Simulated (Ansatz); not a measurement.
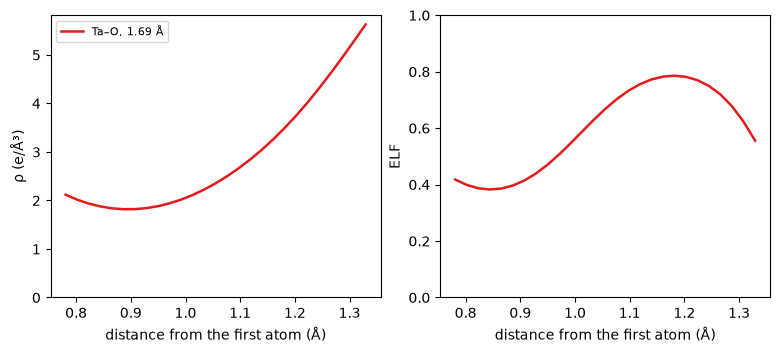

The picture shows: O2Ta (charge +1). Electron density and electron localisation function along straight lines between neighbouring atoms. The curves leave out the atomic cores.

Geometry: PBE0-D4/def2-TZVP; core potentials replace the inner electrons of Ta.

The calculation used RKS PBE0-D4/def2-TZVP in Ansatz.

What can be read from the curves?

Answer. Ta–O (1.69 Å): ρ is about 1.9 e/Å³ halfway; the ELF peaks at about 0.80 in the valence shell of O, 0.5 Å from its nucleus, and drops to about 0.40 between the two atoms.
